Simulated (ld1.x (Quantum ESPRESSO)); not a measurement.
**Pseudopotential generation for Si: PAW, PBEsol**

Aim: build the potential from the settings below, then test how well it stands in for the atom: other configurations, scattering, ghost states and the plane-wave cutoff that it needs.

The numbers are computed with ld1.x (Quantum ESPRESSO) 7.5 (PBEsol, scalar-relativistic, spin-unpolarised reference atom).

## (1) Starting point

Typed settings, in words:

```
element                 : silicon (Si, Z = 14)
type                    : PAW
frozen core             : [He]
valence charge          : 12
reference configuration : 2s2 2p6 3s2 3p2
partial waves           : 2s (bound): rcut 0.80, rcutus 0.90 bohr; 3s (bound): rcut 0.80, rcutus 0.90 bohr; 2p (bound): rcut 0.80, rcutus 0.85 bohr; 3p (bound): rcut 0.80, rcutus 0.85 bohr; 3d channel at 0.15 Ry: rcut 0.45, rcutus 0.65 bohr; 3d channel at 0.5 Ry: rcut 0.45, rcutus 0.65 bohr
local potential         : all-electron potential smoothed inside 0.90 bohr (lloc = -2)
core correction         : Bessel-smoothed model core inside 0.40 bohr
augmentation charge     : PSQ, inside the norm-conserving radii
```

## (2) Generation

Contents of Si.in:

```
 &input
   title='Si', zed=14., rel=1, dft='PBESOL', iswitch=3,
   config='[Ne] 3s2 3p2 3d-2',
   nld=3, rlderiv=1.00, eminld=-12.0, emaxld=5.0, deld=0.04
 /
 &inputp
   pseudotype=3, lpaw=.true., tm=.true., lloc=-2, rcloc=0.90,
   nlcc=.true., new_core_ps=.true., rcore=0.40,
   which_augfun='PSQ', rmatch_augfun_nc=.true.,
   file_pseudopw='Si.UPF', file_wfcaegen='ae.wfc', file_wfcncgen='nc.wfc', file_beta='beta', file_chi='chi', file_wfcusgen='us.wfc'
 /
6
2S  1  0   2.00   0.00  0.80  0.90  0.0
3S  2  0   2.00   0.00  0.80  0.90  0.0
2P  2  1   6.00   0.00  0.80  0.85  0.0
3P  3  1   2.00   0.00  0.80  0.85  0.0
3D  3  2  -2.00   0.15  0.45  0.65  0.0
3D  3  2  -2.00   0.50  0.45  0.65  0.0
 &test
   configts(1)='2s2 2p6 3s2 3p2'
 /
```

On the command line:

```sh
$ ld1.x < Si.in > Si.out
```

What the program wrote to Si.out (without the banner and most projector matrices):

```text
     Program LD1 v.7.5
     --------------------------- All-electron run ----------------------------

     Si
     scalar relativistic calculation

     atomic number is 14.00
     dft =PBESOL   lsd =0 sic =0 latt =0  beta=0.20 tr2=1.0E-14
     Exchange-correlation= PBESOL
                           (   1   4  10   8   0   0   0)
     mesh =1141 r(mesh) = 100.57892 a.u. xmin = -7.00 dx = 0.01250
     1 Ry =  13.60569312 eV, c = 137.03599908

     n l     nl                  e(Ry)          e(Ha)          e(eV)
     1 0     1S 1( 2.00)      -130.9990       -65.4995     -1782.3324
     2 0     2S 1( 2.00)       -10.2257        -5.1129      -139.1279
     2 1     2P 1( 6.00)        -7.0136        -3.5068       -95.4248
     3 0     3S 1( 2.00)        -0.7915        -0.3957       -10.7685
     3 1     3P 1( 2.00)        -0.2982        -0.1491        -4.0571

     final scf error:  6.2E-15 reached in  20 iterations

     Etot =    -578.597829 Ry,    -289.298915 Ha,   -7872.224505 eV

     Ekin =     579.894884 Ry,     289.947442 Ha,    7889.871831 eV
     Encl =   -1382.421929 Ry,    -691.210964 Ha,  -18808.808532 eV
     Eh   =     264.113140 Ry,     132.056570 Ha,    3593.442338 eV
     Exc  =     -40.183924 Ry,     -20.091962 Ha,    -546.730142 eV

     normalization and overlap integrals

     s(1S/1S) =  1.000000  <r> =   0.1114  <r2> =    0.0167  r(max) =   0.0723
     s(2S/2S) =  1.000000  <r> =   0.5688  <r2> =    0.3868  r(max) =   0.4543
     s(2P/2P) =  1.000000  <r> =   0.5380  <r2> =    0.3655  r(max) =   0.3861
     s(3S/3S) =  1.000000  <r> =   2.1657  <r2> =    5.4671  r(max) =   1.7967
     s(3P/3P) =  1.000000  <r> =   2.7905  <r2> =    9.3722  r(max) =   2.1672

     ------------------------ End of All-electron run ------------------------

     --------------------- Generating PAW atomic setup --------------------

      Generating local potential from pseudized AE potential:
      Matching radius rcloc =   0.9000
      Enforcing V''(0)=0 (lloc=-2)

      Local pseudo, rcloc= 0.892 Estimated cut-off energy=    37.99 Ry

      Computing core charge for nlcc:

       r > 0.40 : true rho core
      Core charge pseudized with two Bessel functions
      Integrated core pseudo-charge :   0.17
      Wfc-us  2S rcutus= 0.892  Estimated cut-off energy=    65.16 Ry
      Wfc-us  3S rcutus= 0.892  Estimated cut-off energy=   132.68 Ry
      Wfc-us  2P rcutus= 0.849  Estimated cut-off energy=   113.00 Ry
      Wfc-us  3P rcutus= 0.849  Estimated cut-off energy=   208.98 Ry
      Wfc-us  3D rcutus= 0.645  Estimated cut-off energy=   248.30 Ry
      Wfc-us  3D rcutus= 0.645  Estimated cut-off energy=   248.64 Ry

     Required augmentation: PSQ   radius:    0.900000

     Q pseudized with Bessel functions
     Expected ecutrho=    1755.2703 due to l1=  2   l2=  2

     Estimated PAW energy = -219.876779 Ryd

     The PAW screened D coefficients
    -3.96700    -0.73033     0.00000     0.00000     0.00000     0.00000
    -0.73033    -0.47512     0.00000     0.00000     0.00000     0.00000
     0.00000     0.00000    -8.93711    -1.92233     0.00000     0.00000
     0.00000     0.00000    -1.92233    -0.76352     0.00000     0.00000
     0.00000     0.00000     0.00000     0.00000    -1.82888    -1.83268
     0.00000     0.00000     0.00000     0.00000    -1.83268    -1.83659

     The PAW descreened D coefficients (US)
    -4.72139    -2.05807     0.00000     0.00000     0.00000     0.00000
    -2.05807    -1.17742     0.00000     0.00000     0.00000     0.00000
     0.00000     0.00000    -3.80274    -1.47264     0.00000     0.00000
     0.00000     0.00000    -1.47264    -0.85807     0.00000     0.00000
     0.00000     0.00000     0.00000     0.00000    -1.85394    -1.85727
     0.00000     0.00000     0.00000     0.00000    -1.85727    -1.86071

     ------------------- End of pseudopotential generation -------------------

     [... the all-electron block is printed once more ...]


     Computing logarithmic derivative in   1.00472
     Computing logarithmic derivative in   1.00472
     Computing the partial wave expansion
     R is outside the sphere for l=    0 j= 0.00
     R is outside the sphere for l=    0 j= 0.00
     R is outside the sphere for l=    1 j= 0.00
     R is outside the sphere for l=    1 j= 0.00
     R is outside the sphere for l=    2 j= 0.00
     R is outside the sphere for l=    2 j= 0.00

     ---------------------- Testing the pseudopotential ----------------------

     Si
     scalar relativistic calculation

     atomic number is 14.00   valence charge is 12.00
     dft = SLA  PW   PSX  PSC   lsd =0 sic =0 latt =0  beta=0.20 tr2=1.0E-14
     mesh =1141 r(mesh) = 100.57892 xmin = -7.00 dx = 0.01250

     n l     nl             e AE (Ry)        e PS (Ry)    De AE-PS (Ry)
     1 0     2S   1( 2.00)      -10.22571      -10.22551       -0.00020
     2 1     2P   1( 6.00)       -7.01359       -7.01339       -0.00020
     2 0     3S   1( 2.00)       -0.79147       -0.79145       -0.00002
     3 1     3P   1( 2.00)       -0.29819       -0.29817       -0.00002

     eps = 4.8E-15  iter =  6

     Etot =    -578.597829 Ry,    -289.298915 Ha,   -7872.224505 eV
     Etotps =  -219.876766 Ry,    -109.938383 Ha,   -2991.575797 eV

     Ekin =     209.615767 Ry,     104.807884 Ha,    2851.967806 eV
     Encl =    -534.877614 Ry,    -267.438807 Ha,   -7277.380671 eV
     Ehrt =     145.569360 Ry,      72.784680 Ha,    1980.572039 eV
     Ecxc =     -40.184279 Ry,     -20.092140 Ha,    -546.734971 eV
     (Ecc =      -0.338139 Ry,      -0.169069 Ha,      -4.600610 eV)

     ---------------------- End of pseudopotential test ----------------------
```

Run time: 2.9 s. Hardware: 1 thread of Neoverse-N1, shared host. (Generation and the later configuration tests together.)

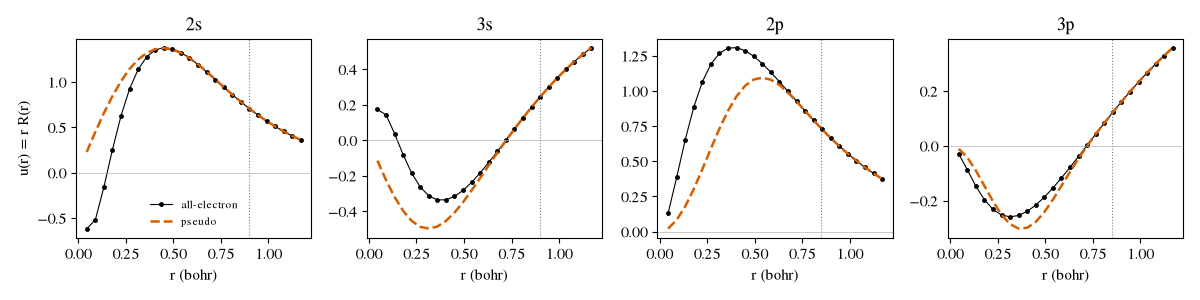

Bound waves of the atom and their pseudo partners (2s, 3s, 2p, 3p), with the matching radii dotted. The curves join 26 sampled radii.

## (3) Configuration tests

Contents of Si.test.in:

```
 &input
   title='Si', zed=14., rel=1, dft='PBESOL', iswitch=2,
   config='[Ne] 3s2 3p2 3d-2'
 /
 &test
   file_pseudo='Si.UPF', nconf=8,
   configts(1)='2s2 2p6 3s2 3p2',
   configts(2)='2s2 2p6 3s2 3p1',
   configts(3)='2s2 2p6 3s2 3p0',
   configts(4)='2s2 2p6 3s1 3p0',
   configts(5)='2s2 2p6 3s0 3p0',
   configts(6)='2s2 2p6 3s2 3p1.5',
   configts(7)='2s2 2p6 3s1 3p2',
   configts(8)='2s2 2p5 3s2 3p2'
 /
```

On the command line:

```sh
$ ld1.x < Si.test.in > Si.test.out
```

Si.test.out, the pseudopotential blocks, each with the warnings that came before it:

```text
     ---------------------- Testing the pseudopotential ----------------------

     Si
     scalar relativistic calculation

     atomic number is 14.00   valence charge is 12.00
     dft =SLA  PW   PSX  PSC   lsd =0 sic =0 latt =0  beta=0.20 tr2=1.0E-14
     mesh =1141 r(mesh) = 100.57892 xmin = -7.00 dx = 0.01250

     n l     nl             e AE (Ry)        e PS (Ry)    De AE-PS (Ry)
     1 0     2S   1( 2.00)      -10.22571      -10.22551       -0.00020
     2 1     2P   1( 6.00)       -7.01359       -7.01339       -0.00020
     2 0     3S   1( 2.00)       -0.79147       -0.79145       -0.00002
     3 1     3P   1( 2.00)       -0.29819       -0.29817       -0.00002

     eps = 4.7E-15  iter =  6

     Etot =    -578.597829 Ry,    -289.298915 Ha,   -7872.224505 eV
     Etotps =  -219.876765 Ry,    -109.938383 Ha,   -2991.575794 eV

     Ekin =     209.615767 Ry,     104.807884 Ha,    2851.967804 eV
     Encl =    -534.877613 Ry,    -267.438807 Ha,   -7277.380666 eV
     Ehrt =     145.569360 Ry,      72.784680 Ha,    1980.572038 eV
     Ecxc =     -40.184279 Ry,     -20.092140 Ha,    -546.734970 eV
     (Ecc =      -0.338139 Ry,      -0.169069 Ha,      -4.600610 eV)

     ---------------------- End of pseudopotential test ----------------------

     Warning: n=2, l=1 expected 0 nodes, found 1
     ---------------------- Testing the pseudopotential ----------------------

     Si
     [...]
     n l     nl             e AE (Ry)        e PS (Ry)    De AE-PS (Ry)
     1 0     2S   1( 2.00)      -10.92337      -10.92316       -0.00021
     2 1     2P   1( 6.00)       -7.71235       -7.71217       -0.00018
     2 0     3S   1( 2.00)       -1.39551       -1.39547       -0.00004
     3 1     3P   1( 1.00)       -0.85454       -0.85450       -0.00004

     eps = 6.6E-15  iter =  7

     Etot =    -578.030952 Ry,    -289.015476 Ha,   -7864.511746 eV
     Etotps =  -219.309886 Ry,    -109.654943 Ha,   -2983.863014 eV
     dEtot_ae =       0.566877 Ry
     dEtot_ps =       0.566879 Ry,   Delta E=      -0.000002 Ry

     [...]
     ---------------------- End of pseudopotential test ----------------------

     ---------------------- Testing the pseudopotential ----------------------

     Si
     [...]
     n l     nl             e AE (Ry)        e PS (Ry)    De AE-PS (Ry)
     1 0     2S   1( 2.00)      -11.79060      -11.79042       -0.00018
     2 1     2P   1( 6.00)       -8.58182       -8.58170       -0.00012
     2 0     3S   1( 2.00)       -2.09391       -2.09386       -0.00005
     3 1     3P   1( 0.00)       -1.50483       -1.50478       -0.00005

     eps = 8.0E-15  iter = 10

     Etot =    -576.857661 Ry,    -288.428831 Ha,   -7848.548313 eV
     Etotps =  -218.136589 Ry,    -109.068294 Ha,   -2967.899484 eV
     dEtot_ae =       1.740168 Ry
     dEtot_ps =       1.740177 Ry,   Delta E=      -0.000009 Ry

     [...]
     ---------------------- End of pseudopotential test ----------------------

     ---------------------- Testing the pseudopotential ----------------------

     Si
     [...]
     n l     nl             e AE (Ry)        e PS (Ry)    De AE-PS (Ry)
     1 0     2S   1( 2.00)      -12.89825      -12.89819       -0.00006
     2 1     2P   1( 6.00)       -9.69133       -9.69134        0.00001
     2 0     3S   1( 1.00)       -2.89271       -2.89268       -0.00003
     3 1     3P   1( 0.00)       -2.25619       -2.25615       -0.00005

     eps = 5.4E-15  iter = 10

     Etot =    -574.366136 Ry,    -287.183068 Ha,   -7814.649383 eV
     Etotps =  -215.645027 Ry,    -107.822513 Ha,   -2934.000055 eV
     dEtot_ae =       4.231693 Ry
     dEtot_ps =       4.231739 Ry,   Delta E=      -0.000045 Ry

     [...]
     ---------------------- End of pseudopotential test ----------------------

     ---------------------- Testing the pseudopotential ----------------------

     Si
     [...]
     n l     nl             e AE (Ry)        e PS (Ry)    De AE-PS (Ry)
     1 0     2S   1( 2.00)      -14.10785      -14.10811        0.00026
     2 1     2P   1( 6.00)      -10.90328      -10.90366        0.00038
     2 0     3S   1( 0.00)       -3.66775       -3.66782        0.00007
     3 1     3P   1( 0.00)       -2.97661       -2.97661        0.00000

     eps = 5.1E-16  iter =  7

     Etot =    -571.073275 Ry,    -285.536637 Ha,   -7769.847729 eV
     Etotps =  -212.352064 Ry,    -106.176032 Ha,   -2889.197020 eV
     dEtot_ae =       7.524554 Ry
     dEtot_ps =       7.524701 Ry,   Delta E=      -0.000147 Ry

     [...]
     ---------------------- End of pseudopotential test ----------------------

     ---------------------- Testing the pseudopotential ----------------------

     Si
     [...]
     n l     nl             e AE (Ry)        e PS (Ry)    De AE-PS (Ry)
     1 0     2S   1( 2.00)      -10.55105      -10.55084       -0.00021
     2 1     2P   1( 6.00)       -7.33935       -7.33915       -0.00020
     2 0     3S   1( 2.00)       -1.07904       -1.07900       -0.00003
     3 1     3P   1( 1.50)       -0.56219       -0.56216       -0.00003

     eps = 4.9E-15  iter =  6

     Etot =    -578.384058 Ry,    -289.192029 Ha,   -7869.315998 eV
     Etotps =  -219.662995 Ry,    -109.831497 Ha,   -2988.667300 eV
     dEtot_ae =       0.213771 Ry
     dEtot_ps =       0.213770 Ry,   Delta E=       0.000001 Ry

     [...]
     ---------------------- End of pseudopotential test ----------------------

     ---------------------- Testing the pseudopotential ----------------------

     Si
     [...]
     n l     nl             e AE (Ry)        e PS (Ry)    De AE-PS (Ry)
     1 0     2S   1( 2.00)      -11.04069      -11.04049       -0.00020
     2 1     2P   1( 6.00)       -7.82855       -7.82836       -0.00020
     2 0     3S   1( 1.00)       -1.44883       -1.44880       -0.00003
     3 1     3P   1( 2.00)       -0.90079       -0.90076       -0.00003

     eps = 2.2E-15  iter =  9

     Etot =    -577.486398 Ry,    -288.743199 Ha,   -7857.102712 eV
     Etotps =  -218.765327 Ry,    -109.382663 Ha,   -2976.453903 eV
     dEtot_ae =       1.111431 Ry
     dEtot_ps =       1.111438 Ry,   Delta E=      -0.000007 Ry

     [...]
     ---------------------- End of pseudopotential test ----------------------

     ---------------------- Testing the pseudopotential ----------------------

     Si
     [...]
     n l     nl             e AE (Ry)        e PS (Ry)    De AE-PS (Ry)
     1 0     2S   1( 2.00)      -12.32717      -12.32685       -0.00033
     2 1     2P   1( 5.00)       -9.19750       -9.19737       -0.00013
     2 0     3S   1( 2.00)       -1.63409       -1.63416        0.00007
     3 1     3P   1( 2.00)       -1.03036       -1.03031       -0.00005

     eps = 2.2E-15  iter = 12

     Etot =    -570.520924 Ry,    -285.260462 Ha,   -7762.332610 eV
     Etotps =  -211.798772 Ry,    -105.899386 Ha,   -2881.669097 eV
     dEtot_ae =       8.076905 Ry
     dEtot_ps =       8.077993 Ry,   Delta E=      -0.001088 Ry

     [...]
     ---------------------- End of pseudopotential test ----------------------
```

The tests as a table, with energies relative to 2s2 2p6 3s2 3p2. A star marks tests that logged a warning. The frozen-core shift comes from a second all-electron run, not shown, with the core orbitals held at their reference shape; it is that run's ΔE less the relaxed one.

```tsv
valence configuration	charge	ΔE all-electron (eV)	error AE − PS (meV)	frozen-core shift (meV)
2s2 2p6 3s2 3p1 *	+1	7.713	0.0	0.0
2s2 2p6 3s2 3p0	+2	23.676	-0.1	0.0
2s2 2p6 3s1 3p0	+3	57.575	-0.6	+0.1
2s2 2p6 3s0 3p0	+4	102.377	-2.0	+0.1
2s2 2p6 3s2 3p1.5	+0.5	2.909	0.0	0.0
2s2 2p6 3s1 3p2	+1	15.122	-0.1	0.0
2s2 2p5 3s2 3p2	+1	109.892	-15	+0.9
```

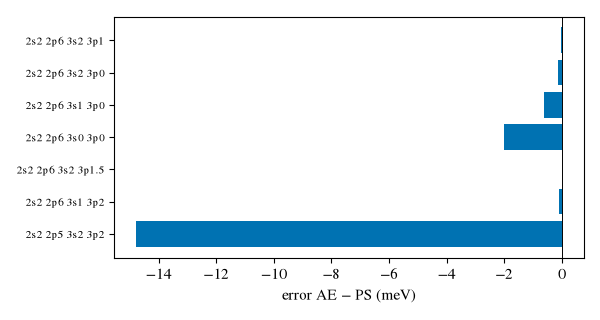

Error of the potential in each test configuration.

## (4) Scattering by logarithmic derivatives

Taken from the files of the generation run. The phase is arctan(r·u′/u) with u = r·R, unwrapped, with energies in Ry. A pole is an energy at which the radial function vanishes at the test radius. The pseudo phase is shifted by a multiple of π to meet the all-electron one at the reference energy. Levels narrower than the energy grid can be missing from the poles. The last column is the largest difference on the grid between −1 and +1 Ry.

| channel | radius (bohr) | reference (Ry) | poles AE | poles PS | window around the reference with phases within 0.05 rad (Ry) | largest difference near zero (rad) |
| --- | --- | --- | --- | --- | --- | --- |
| s | 1.00 | -0.79 | -8.31 | -8.31 | the whole range | 0.000 |
| p | 1.00 | -0.30 | -5.40 | -5.40 | the whole range | 0.000 |
| d | 1.00 | 0.15 | none | none | the whole range | 0.000 |

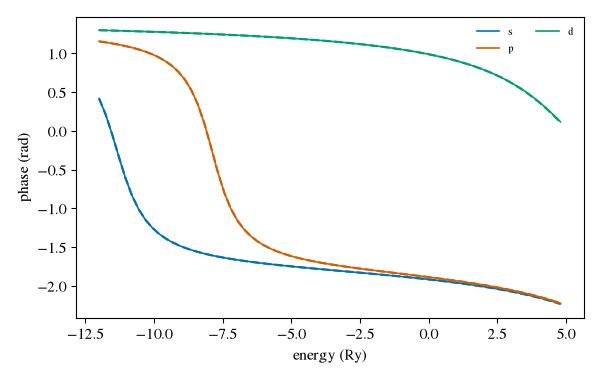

Phases by channel: all-electron solid, pseudo dashed.

## (5) Cutoff and ghost test in a Bessel basis

A separate test, outside the generator: the pseudo-atom's Hamiltonian at the reference potential is diagonalised in spherical Bessel functions j_l(qr) that vanish at 20 bohr, with q² up to the cutoff.

All-electron valence levels (Ry): 2s -10.2257, 3s -0.7915, 2p -7.0136, 3p -0.2982. The lowest levels of each channel (Ry) by cutoff; the last column sums, over occupied levels, occupation times the distance from the level at 400 Ry. A positive value at high cutoff is not a bound level.

| cutoff (Ry) | s #1 | s #2 | p #1 | p #2 | d #1 | f #1 | Σ f·Δε (mRy) |
| --- | --- | --- | --- | --- | --- | --- | --- |
| 8 | -7.1993 | -0.4215 | -1.5446 | -0.0174 | 0.0571 | 0.1099 | 40169.9 |
| 21 | -9.6492 | -0.6630 | -4.4586 | -0.1284 | 0.0568 | 0.1099 | 17081.7 |
| 50 | -10.2076 | -0.7600 | -6.7157 | -0.2344 | 0.0567 | 0.1099 | 2016.0 |
| 90 | -10.2253 | -0.7879 | -6.9990 | -0.2700 | 0.0567 | 0.1099 | 153.6 |
| 160 | -10.2259 | -0.7915 | -7.0130 | -0.2974 | 0.0567 | 0.1099 | 7.0 |
| 180 | -10.2259 | -0.7915 | -7.0134 | -0.2979 | 0.0567 | 0.1099 | 3.3 |
| 260 | -10.2260 | -0.7916 | -7.0137 | -0.2982 | 0.0567 | 0.1099 | 0.7 |
| 350 | -10.2260 | -0.7916 | -7.0138 | -0.2982 | 0.0567 | 0.1099 | 0.0 |
| 400 | -10.2260 | -0.7916 | -7.0138 | -0.2982 | 0.0567 | 0.1099 | 0.0 |

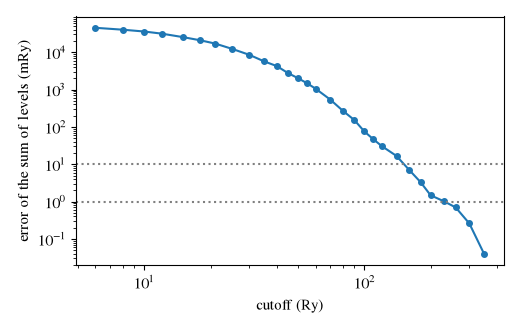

Occupation-weighted error of the valence levels against the cutoff; the dotted lines mark 10 and 1 mRy.

The sum stays within 10 mRy from 160 Ry and within 1 mRy from 260 Ry. The sum leaves out empty levels, which can need more. Ghost test: no level below the all-electron spectrum of its channel (s, p, d, f tested).

## (6) Results

| quantity | value |
| --- | --- |
| cutoffs for 10 and 1 mRy, occupied levels | 160 Ry and 260 Ry |
| bound ghosts | none found |
| largest test error (AE − PS) | -15 meV, for 2s2 2p5 3s2 3p2 |
| largest phase difference near zero energy, channels read | 0.000 rad |
| lowest eigenvalue of the overlap (Bessel basis) | 0.195 (s) |
| density cutoff estimated by the generator | 1755 Ry |

In words: By total energies transferability is good: the largest error is 15 meV on 109.9 eV, for 2s2 2p5 3s2 3p2. Freezing the core alone would shift it much less, so the error comes from the pseudisation. By its cutoff, 160 Ry for the looser tolerance, it is very hard. It is free of bound ghosts as far as tested. Near zero energy the phases of the channels with partial waves agree within 0.001 rad.
